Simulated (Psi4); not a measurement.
# SiNH3ClO (SMILES [NH][SiH](O)Cl) at UCCSD(T)/def2-SVP

Aim: the energy of SiNH3ClO. 

The results are computed with Psi4 1.11.

5 further runs of the same task are left out: 4 that didn't finish, 1 set aside as unsound or not needed.

### 1 Starting point

The species is SiNH3ClO (7 atoms), meant as a doublet with charge 0. SMILES: `[NH][SiH](O)Cl`. Geometry: relaxed at PBE0-D4/def2-TZVP. This is one conformer, not always the lowest.

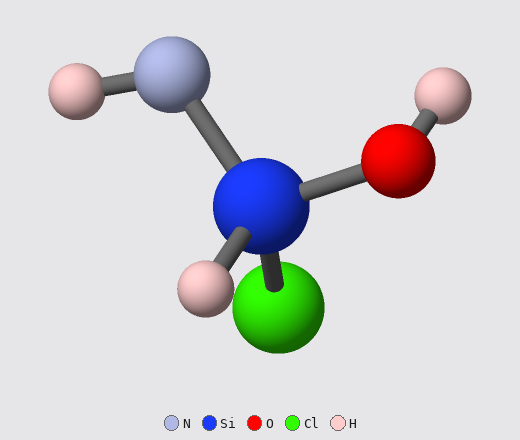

The structure, seen from a chosen angle (nitrogen light blue, silicon blue, oxygen red, chlorine green, hydrogen pink).

### 2 A single-point energy at UCCSD(T)/def2-SVP

Contents of calc.py:

```python
import psi4

psi4.set_memory(2200000000)
psi4.set_num_threads(1)
psi4.set_output_file('run.log', False)

m = psi4.geometry("""
0 2
N     -0.58562613     2.10043059    -1.66125824
Si    -0.13965076    -0.21599570     0.62436551
O      2.76958261    -1.19109438     0.57598852
Cl    -2.62671931    -3.01203447    -0.41762947
H     -2.17601963     3.16963763    -1.42919987
H     -0.65875853     0.52950126     3.25921065
H      3.53303196    -1.50875734    -1.03783759
units au
symmetry c1
""")

options = {'basis': 'def2-SVP', 'reference': 'uhf', 'puream': True, 'e_convergence': 1e-09, 'd_convergence': 1e-08, 'scf_type': 'pk', 'num_frozen_docc': 12, 'maxiter': 100}
psi4.set_options(options)

result, w = psi4.energy("ccsd(t)", molecule=m, return_wfn=True)
print(f'total energy {result:.8f} hartree = {result * 27.211386:.5f} eV')
```

Run with:

```bash
$ python calc.py
```

run.log:

```text
[...]
  Running in c1 symmetry.
[...]
  Nuclear repulsion =  216.933065398246697
[...]
  Multiplicity = 2
[...]
  Nalpha       = 25
  Nbeta        = 24
[...]
    Number of basis functions: 79
[...]
   @UHF iter   1:  -879.06958000702377   -7.69573e-01   6.39702e-03 ADIIS/DIIS
[...]
   @UHF iter  19:  -879.22719414487506   -4.54747e-13   4.04332e-09 DIIS
[...]
   @S^2 Observed:                7.572147444E-01
[...]
    Orbital Energies [Eh]
    ---------------------
    Alpha Occupied:
       1A   -104.786356     2A    -68.834939     3A    -20.570157
       4A    -15.595604     5A    -10.551143     6A     -8.025992
       7A     -8.023277     8A     -8.023076     9A     -6.197602
      10A     -4.309809    11A     -4.308616    12A     -4.307725
      13A     -1.346215    14A     -1.157501    15A     -1.092177
      16A     -0.770128    17A     -0.678669    18A     -0.610528
      19A     -0.589523    20A     -0.564585    21A     -0.536103
      22A     -0.496222    23A     -0.484434    24A     -0.464720
      25A     -0.453262
    Alpha Virtual:
[...]
  @UHF Final Energy:  -879.22719414487506
   => Energetics <=
    Nuclear Repulsion Energy =            216.9330653982466970
    One-Electron Energy =               -1647.5304447367213925
    Two-Electron Energy =                 551.3701851935995819
    Total Energy =                       -879.2271941448750567
  UHF NO Occupations:
  HONO-2 :   23  A 1.9993205
  HONO-1 :   24  A 1.9977346
[...]
 Multipole Moments:
 ------------------------------------------------------------------------------------
     Multipole            Electronic (a.u.)      Nuclear  (a.u.)        Total (a.u.)
 ------------------------------------------------------------------------------------
 L = 1.  Multiply by 2.5417464519 to convert [e a0] to [Debye]
 Dipole X            :         -2.3260632            2.2495956           -0.0764676
 Dipole Y            :         -3.0884961            3.5833792            0.4948831
 Dipole Z            :         -0.7668713            0.7165335           -0.0503378
 Magnitude           :                                                    0.5032797
[...]
      * MP2 total energy                      = -879.768240840225417
[...]
      * CCSD total energy                     = -879.808792858135575
[...]
      * CCSD(T) total energy                     = -879.821264708987087
```

Standard output:

```text
total energy -879.82126471 hartree = -23941.15605 eV
```

It took 51 s on 1 thread of INTEL XEON PLATINUM 8581C at 2.30GHz (Emerald Rapids), shared host; peak memory 0.42 GiB.

### 3 Outcome

At UCCSD(T)/def2-SVP, 12 core orbitals frozen:

| quantity | value |
| --- | --- |
| total energy | -879.82126 Eh |
| HOMO energy (Hartree–Fock orbitals) (highest over α and β) | -11.76 eV |
| LUMO energy (Hartree–Fock orbitals) (lowest over α and β) | 1.90 eV |
| correlation energy (12 core orbitals frozen) | -594.1 mEh |
| (T) correction | -12.47 mEh |
| ⟨S²⟩ of the reference determinant | 0.757 |
| T1 diagnostic | 0.017 |

What this shows: The triples make up 2.1 % of the correlation energy.
